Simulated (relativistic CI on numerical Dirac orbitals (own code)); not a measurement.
Rb⁴⁺: relativistic CI calculation

System: Rb⁴⁺.
Method: Dirac-Coulomb-Breit CI, KLI orbitals optimised for each configuration, model QED (radiative potential, 1s self-energy scaled to tabulated hydrogen-like ionisation energies), valence Slater integrals scaled by 0.85, P86 correlation energy added to each configuration (relativistic CI on numerical Dirac orbitals, in-house).

### Input
```
atom Rb  Z=37  charge=4  electrons=33
nucleus A=85  rms_radius_fm=4.2036
hamiltonian dirac-coulomb  breit=on  qed=on  c_scale=1
orbitals kli  potential=per-configuration
slater_scale 0.85
correlation p86
mixing on
configurations
  [Ar] 3d10 4s2 4p3
  [Ar] 3d10 4s 4p4
  [Ar] 3d10 4s2 4p2 4d
  [Ar] 3d10 4p5
  [Ar] 3d10 4s 4p3 4d
  [Ar] 3d10 4s2 4p2 4f
  [Ar] 3d10 4s2 4p2 5s
  [Ar] 3d10 4s2 4p2 5p
  [Ar] 3d10 4s 4p3 4f
  [Ar] 3d10 4s2 4p2 5d
  [Ar] 3d10 4s2 4p2 6s
  [Ar] 3d10 4s2 4p2 6p
  [Ar] 3d10 4p4 4d
  [Ar] 3d10 4s2 4p 4d2
  [Ar] 3d10 4s2 4d3
  [Ar] 3d10 4s 4p 4d3
  [Ar] 3d10 4s2 4d2 4f
  [Ar] 3d10 4s2 4d2 5s
  [Ar] 3d10 4s2 4d2 5p
  [Ar] 3d10 4s2 4p 4f2
  [Ar] 3d10 4s2 4d 4f2
  [Ar] 3d10 4s 4p 4d 4f2
  [Ar] 3d10 4s2 4f3
  [Ar] 3d10 4s2 4f2 5s
  [Ar] 3d10 4s2 4f2 5p
end
```

Hardware: 1 thread of Arm Neoverse V1, 24 GiB of memory available, shared host.

Launched within a batch (the task file carries these settings):
```bash
python <driver script> task.json out
```

The program writes its results to a structured record and prints no log; tables and figures of this report are taken from that record.

### The lowest 30 levels

| Configuration | Level | E (cm⁻¹) | LS purity (%) | Landé g | Lifetime (s; – stable or not computed) |
| --- | --- | --- | --- | --- | --- |
| 4s² 4p³ | ⁴S°₃/₂ | 0 | 94 | 1.975 | – |
| 4s² 4p³ | ²D°₃/₂ | 18,430 | 83 | 0.887 | 1.4×10⁻¹ |
| 4s² 4p³ | ²D°₅/₂ | 21,010 | 98 | 1.200 | 1.9×10⁰ |
| 4s² 4p³ | ²P°₁/₂ | 33,010 | 97 | 0.665 | 3.4×10⁻² |
| 4s² 4p³ | ²P°₃/₂ | 36,660 | 81 | 1.272 | 1.4×10⁻² |
| 4s 4p⁴ | ⁴P₅/₂ | 142,000 | 89 | 1.594 | 1.7×10⁻⁹ |
| 4s 4p⁴ | ⁴P₃/₂ | 146,800 | 89 | 1.729 | 1.5×10⁻⁹ |
| 4s 4p⁴ | ⁴P₁/₂ | 148,900 | 89 | 2.660 | 1.5×10⁻⁹ |
| 4s 4p⁴ | ²D₃/₂ | 172,400 | 77 | 0.815 | 6.9×10⁻¹⁰ |
| 4s 4p⁴ | ²D₅/₂ | 173,600 | 78 | 1.207 | 7.9×10⁻¹⁰ |
| 4s 4p⁴ | J = 3/2 (even, mixed) | 196,400 | 48 | 1.321 | 2.4×10⁻¹⁰ |
| 4s 4p⁴ | J = 1/2 (even, mixed) | 198,200 | 32 | 1.200 | 2.3×10⁻¹⁰ |
| 4s 4p⁴ | J = 1/2 (even, mixed) | 206,300 | 48 | 1.465 | 3.2×10⁻¹⁰ |
| 4s² 4p² 4d | ⁴F₃/₂ | 210,700 | 93 | 0.439 | 5.7×10⁻⁹ |
| 4s² 4p² 4d | ⁴F₅/₂ | 212,600 | 90 | 1.057 | 6.5×10⁻⁹ |
| 4s² 4p² 4d | ⁴F₇/₂ | 215,500 | 92 | 1.249 | 2.6×10⁻⁸ |
| 4s² 4p² 4d | ⁴F₉/₂ | 219,000 | 95 | 1.326 | 4.8×10⁻² |
| 4s² 4p² 4d | ²F₅/₂ | 219,900 | 59 | 1.050 | 3.7×10⁻⁹ |
| 4s² 4p² 4d | ⁴D₁/₂ | 220,800 | 97 | 0.015 | 2.3×10⁻⁹ |
| 4s² 4p² 4d | ⁴D₃/₂ | 221,300 | 93 | 1.169 | 1.9×10⁻⁹ |
| 4s² 4p² 4d | ⁴D₇/₂ | 221,700 | 57 | 1.308 | 8.9×10⁻⁸ |
| 4s² 4p² 4d | [4p₁/₂ 4p₃/₂ 4d₅/₂] J = 5/2 | 224,100 | 54 | 1.153 | 2.1×10⁻⁹ |
| 4s² 4p² 4d | [(4p₃/₂)² 4d₅/₂] J = 7/2 | 229,400 | 58 | 1.242 | 2.1×10⁻⁸ |
| 4s² 4p² 4d | ²G₇/₂ | 240,600 | 94 | 0.901 | 3.1×10⁻⁹ |
| 4s² 4p² 4d | ²G₉/₂ | 241,700 | 95 | 1.119 | 2.3×10⁻² |
| 4s² 4p² 4d | J = 3/2 (even, mixed) | 247,700 | 37 | 1.117 | 3.6×10⁻¹¹ |
| 4s² 4p² 4d | ⁴P₅/₂ | 248,700 | 82 | 1.572 | 1.9×10⁻¹¹ |
| 4s² 4p² 4d | J = 3/2 (even, mixed) | 250,300 | 51 | 1.464 | 2.5×10⁻¹¹ |
| 4s² 4p² 4d | ⁴P₁/₂ | 252,100 | 76 | 2.416 | 1.8×10⁻¹¹ |
| 4s² 4p² 4d | J = 3/2 (even, mixed) | 252,600 | 39 | 1.265 | 3.2×10⁻¹¹ |

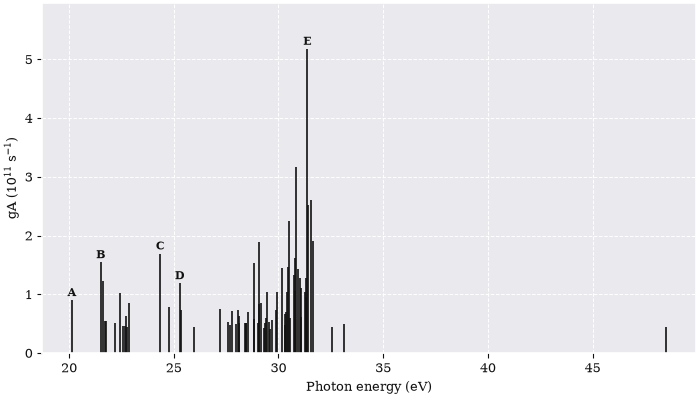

Fig. 1: The stronger electric dipole lines (weighted rates gA) for Rb⁴⁺ (rubidium, Z = 37). A: 4s² 4p² 4f ²H°₁₁/₂ → 4s² 4p² 4d ²G₉/₂, 20.14 eV, gA = 9.0×10¹⁰ s⁻¹; B: 4s² 4p² 4f ⁴G°₁₁/₂ → 4s² 4p² 4d ⁴F₉/₂, 21.51 eV, gA = 1.5×10¹¹ s⁻¹; C: 4s 4p³ 4d J = 9/2 (odd, mixed, level 195) → 4s² 4p² 4d [(4p₃/₂)² 4d₅/₂] J = 7/2, 24.36 eV, gA = 1.7×10¹¹ s⁻¹; D: 4s 4p³ 4d J = 7/2 (odd, mixed, level 189) → 4s² 4p² 4d ²F₅/₂, 25.29 eV, gA = 1.2×10¹¹ s⁻¹; E: 4s² 4p² 4d ²F₇/₂ → 4s² 4p³ ²D°₅/₂, 31.37 eV, gA = 5.2×10¹¹ s⁻¹. The strongest, E, lies in the extreme ultraviolet region.

### Key numbers

```
           quantity                        value
            outcome                    converged
       lowest level               4s² 4p³ ⁴S°₃/₂
first excited level  4s² 4p³ ²D°₃/₂, 18,435 cm⁻¹
  ionisation energy                    68.772 eV
    levels computed                         2296
     SCF iterations                          226
          wall time                        2.6 s
```

### Notes

To bear in mind: configurations can be misplaced by up to about 7 % of their energy; only a limited list of configurations is included, so lower levels can be missing; only lines among the lowest 200 of 2296 levels are drawn, so those from 4s² 4p² 6p are incomplete.
